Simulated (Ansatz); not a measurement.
**How far to go with the SCF threshold: KCrF3 (P4mm, 5 atoms in the cell)**

```
CELL_PARAMETERS angstrom
      4.10589     0.00000     0.00000
      0.00000     4.10589     0.00000
      0.00000     0.00000     4.61444
ATOMIC_POSITIONS crystal
  K  0.50000 0.50000 0.51084
  Cr 0.00000 0.00000 0.00000
  F  0.00000 0.00000 0.50000
  F  0.00000 0.50000 0.00000
  F  0.50000 0.00000 0.00000
```
Moments meant for the start (each program seeds them in its own way; μB, in the order of the atoms K Cr F F F): 0.0 3.0 0.0 0.0 0.0.

Level of theory: LDA (PW92)+U, default PAW files made with PBE (plane waves; Ansatz, an electronic-structure program).

Base settings: basis.ecutwfc = 30.9 Ry; kpoints.mp_grid.grid = 6 6 6; hamiltonian.xc = lda; hamiltonian.pseudopotentials = {kind: paw} (the program's default PAW files); hamiltonian.hubbard.sites = [{species: Cr, l: d, u_eff: 3.7}] eV; hamiltonian.hubbard.projectors = ortho-atomic; magnetization.spin_polarized = true; scf.occupations.method = fermi_dirac; scf.occupations.width = 0.0007 Ry.

The mesh stays at the base's, so the ladder's end is converged at best in this setting alone.

Only quantities that move along the ladder and can be compared are tabulated.

These are the values that this program gave, and no reference: magnets with a U can end in a higher state.

Core times come from one kind of shared machine, to one figure; runs under 30 s give none.

The starting cell comes from a database of computed structures (which also holds hypothetical and non-ambient phases and stackings), without a prior relaxation at this level. Its lattice was rescaled by up to half a per cent. One atom was moved a little off its site on purpose. With one magnetic atom in the cell only a parallel order is possible. With U or open f shells several self-consistent states can exist. In the base run, with a pressure of about -7 GPa the cell is away from its equilibrium volume at this level.

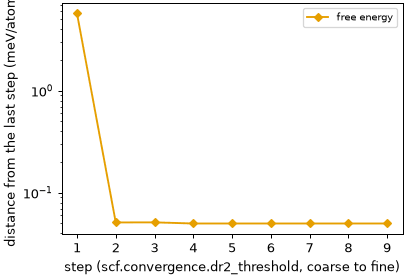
Figure: Distance from the last step along the ladder; very small values are drawn at a floor.

```csv
scf.convergence.dr2_threshold,free energy less the last step's (meV/atom),gap on the mesh (eV),core time / last (rough)
0.1 eV,5.72,0.781,0.9
0.01 eV,0.05,0.636,0.9
0.001 eV,0.05,0.636,0.6
0.0001 eV,0.00,0.617,0.4
1e-05 eV,0.00,0.620,0.6
1e-06 eV,0.00,0.620,0.7
1e-07 eV,0.00,0.620,0.6
1e-08 eV,0.00,0.620,0.5
1e-10 eV,0.00,0.620,0.8
1e-12 eV,0.00,0.620,1
```

Coarsest scf.convergence.dr2_threshold that holds the free energy within 5 meV/atom of the last step, with all finer ones: 0.01 eV; the step before is off by 5.7 meV/atom.

Coarsest scf.convergence.dr2_threshold that holds the gap on the mesh within 0.01 eV of the last step, with all finer ones: 0.0001 eV, at about 0.4 of the last step's time; the step before is off by 0.015 eV.

Keys are those of Ansatz 0.2.
